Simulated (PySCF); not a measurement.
# BGeH4 (SMILES [BH2][GeH2]): U-wB97M-V/cc-pVDZ (nlc grid 1)

Aim: the vertical ionisation energy of BGeH4 at U-wB97M-V/cc-pVDZ (nlc grid 1), from 2 runs. 

The results are computed with PySCF 2.14.0.

2 further runs of the same task are left out: 2 set aside as unsound or not needed.

### Step 1. The structure to begin with

The species is BGeH4 (6 atoms), meant as a doublet with charge 0. As SMILES, `[BH2][GeH2]`. Geometry: a GFN2-xTB relaxation, a rough one for these elements and not checked as a minimum.

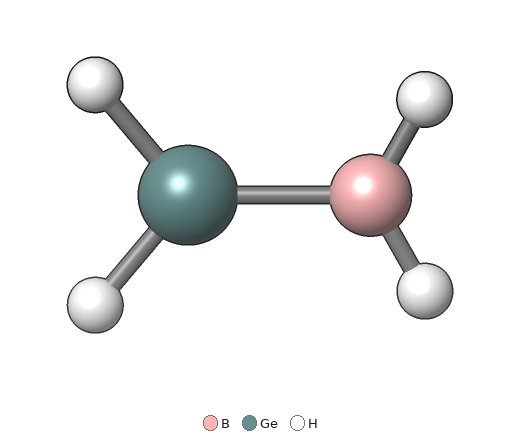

The structure, seen from a chosen angle (boron pink, germanium teal, hydrogen white).

### Step 2. The energy at U-wB97M-V/cc-pVDZ (nlc grid 1)

File input.py:

```python
from pyscf import gto, dft

molecule = gto.M(
    atom=[
    ('B', (-0.012800, -1.089570, 0.124830)),
    ('Ge', (0.012730, 0.820130, -0.090400)),
    ('H', (-0.774610, -1.570630, 0.870550)),
    ('H', (0.740510, -1.741390, -0.487720)),
    ('H', (0.891660, 1.692480, -0.985930)),
    ('H', (-0.857490, 1.888970, 0.568670)),
],
    max_memory=1860,
    spin=1,
    verbose=3,
    basis='cc-pvdz',
)

mf = dft.UKS(molecule, xc='wb97m-v')
mf.conv_tol = 1e-10
mf.grids.level = 4
mf.nlcgrids.level = 1
mf.kernel()
if not mf.converged:
    mf = mf.newton().run(mf.mo_coeff, mf.mo_occ)

etot = mf.e_tot
print('E = %.10f Eh' % etot)
```

The run is started by

```
OMP_NUM_THREADS=1 python input.py
```

Standard output:

```text
WARN: HOMO -0.170447781232603 >= LUMO -0.170447781232602

converged SCF energy = -2103.99922093154  <S^2> = 0.75175967  2S+1 = 2.0017589
E = -2103.9992209315 Eh
```

It took 50 s on 1 thread of Arm Neoverse V1, shared host; peak memory 0.36 GiB.

### Step 3. The singlet cation

File run.py:

```python
from pyscf import gto, dft

system = gto.M(
    atom='''
B       -0.012800      -1.089570       0.124830
Ge       0.012730       0.820130      -0.090400
H       -0.774610      -1.570630       0.870550
H        0.740510      -1.741390      -0.487720
H        0.891660       1.692480      -0.985930
H       -0.857490       1.888970       0.568670
''',
    basis='cc-pvdz',
    verbose=3,
    charge=1,
    max_memory=1860,
)

mf = dft.RKS(system, xc='wb97m-v')
mf.grids.level = 4
mf.nlcgrids.level = 1
mf.conv_tol = 1e-10
mf.kernel()
if not mf.converged:
    mf = mf.newton().run(mf.mo_coeff, mf.mo_occ)

energy = mf.e_tot
print('Final energy', energy)
```

The run is started by

```
OMP_NUM_THREADS=1 python run.py
```

Standard output:

```text
converged SCF energy = -2103.69111105114
Final energy -2103.691111051135
```

Run time: 34 s. Hardware: 1 thread of Arm Neoverse V1, shared host; peak memory 0.32 GiB.

### Step 4. What came out

At U-wB97M-V/cc-pVDZ (nlc grid 1):

| quantity | value |
| --- | --- |
| doublet BGeH4: total energy | -2103.99922 Eh |
| doublet BGeH4: dipole moment | 0.67 D |
| doublet BGeH4: HOMO energy (highest over α and β) | -8.22 eV |
| doublet BGeH4: LUMO energy (lowest over α and β) | -1.57 eV |
| doublet BGeH4: ⟨S²⟩ | 0.752 |
| singlet cation: total energy | -2103.69111 Eh |
| singlet cation: HOMO energy | -17.64 eV |
| singlet cation: LUMO energy | -8.58 eV |
| singlet cation: HOMO–LUMO gap | 9.06 eV |
| vertical ionisation energy (to the singlet cation) | 8.384 eV |

In words: The vertical ionisation energy comes to 8.38 eV (193 kcal/mol). Only the singlet of the ionised species was computed; a triplet could lie lower. Mulliken charges (singlet cation) run from +0.03 on B1 to +0.64 on Ge2.
